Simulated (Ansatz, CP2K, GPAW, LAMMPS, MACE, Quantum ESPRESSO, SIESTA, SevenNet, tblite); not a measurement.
**Other levels on liquid (Cs,Li)Cl at 1300 K (106 atoms)**

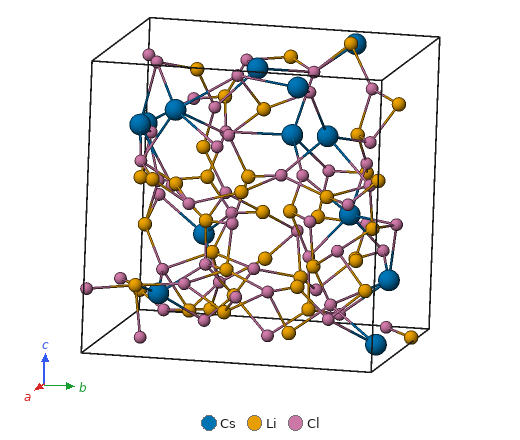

The cell (caesium blue, lithium orange, chlorine pink). Bonds to atoms that aren't drawn are left out. Some periodic images of atoms are drawn too.

Density of this cell: 1.85 g/cm³. The cell holds 106 atoms: 12 Cs, 41 Li and 53 Cl. Its edges and angles: a = 14.984 Å, b = 14.984 Å, c = 14.984 Å, α = 90.0°, β = 90.0°, γ = 90.0°. 106 atoms (12 Cs, 41 Li, 53 Cl) placed at random at 1.85 g/cm³, melted at 1800 K for 10 ps at fixed volume with the Lennard-Jones and Coulomb ion parameters for SPC/E (Joung and Cheatham, J. Phys. Chem. B 112, 9020 (2008)), full charges. Snapshot at the end of a hold of 20 ps at 1300 K and fixed volume.

Geometry: as built.

The reference, a calculation:

* method: Kohn-Sham DFT, PBE, PAW, plane waves (Ansatz 0.2.0); cutoff 420 eV, Γ point, fermi-dirac smearing of 0.05 eV; PAW set soft_2
* r.m.s. force component: 0.3577 eV/Å
* longest force: 1.264 eV/Å
* pressure: -0.5121 GPa
* gap (highest filled to lowest empty level): 3.482 eV
* SCF cycles: 8
* time: 25 s on 8 threads of Arm Neoverse V2, shared host
* CPU time: 3.1 min

Runs, in no order:
A. SIESTA PBE, SZ, shift 0.01 Ry, mesh 300 Ry: Kohn-Sham DFT, PBE, PseudoDojo 0.4.1 norm-conserving pseudopotentials (converted to PSML), numerical atomic orbitals (SZ), diagonalisation
B. CP2K PBE, DZVP-MOLOPT-SR, 600/50 Ry, SIGN filter 1e-05, SCF 1e-06: Kohn-Sham DFT, PBE, GTH-PBE pseudopotentials, Gaussian and plane waves, DZVP-MOLOPT-SR-GTH, linear-scaling purification of the density matrix
C. MACE MP-0b2 small potential: machine-learned interatomic potential MACE MP-0b2 small, trained on PBE(+U) plane-wave data
D. CP2K GFN1-xTB, OT DIIS: GFN1-xTB tight binding (the program's own implementation), orbital transformation
E. CP2K PBE, SZV-MOLOPT-SR, 600/50 Ry, OT CG: Kohn-Sham DFT, PBE, GTH-PBE pseudopotentials, Gaussian and plane waves, SZV-MOLOPT-SR-GTH, orbital transformation

Q: Order them from the smallest to the largest r.m.s. force difference.

B, C, A, E, D.

```tsv
run	Δ force, r.m.s. (meV/Å)	share of r.m.s. force (%)	CPU time
B. CP2K PBE, DZVP-MOLOPT-SR, 600/50 Ry, SIGN filter 1e-05, SCF 1e-06	39.7	11.1	6.3 min
C. MACE MP-0b2 small potential	92.0	25.7	6.6 s
A. SIESTA PBE, SZ, shift 0.01 Ry, mesh 300 Ry	139	38.8	71 s
E. CP2K PBE, SZV-MOLOPT-SR, 600/50 Ry, OT CG	213	59.7	12 min
D. CP2K GFN1-xTB, OT DIIS	667	186	8.6 s
```

Periodic xTB results under one method name differ between programs and library versions. The network of bonds at the start is that of the classical potential that made the cell, and needn't be the one that DFT or experiment would give. The electronic-structure runs sample only Γ, in a cell whose shortest periodic width is 15 Å.

[Logs are printed without paths, hosts, clocks, repeated set-up lines and the standing remarks that a program may print on its own settings, such as how far it seeks lower states.]

[Hosts, paths, dates, database ids (printed as entryN), source tags and the programs' standing remarks are cut or masked in the printed files.]
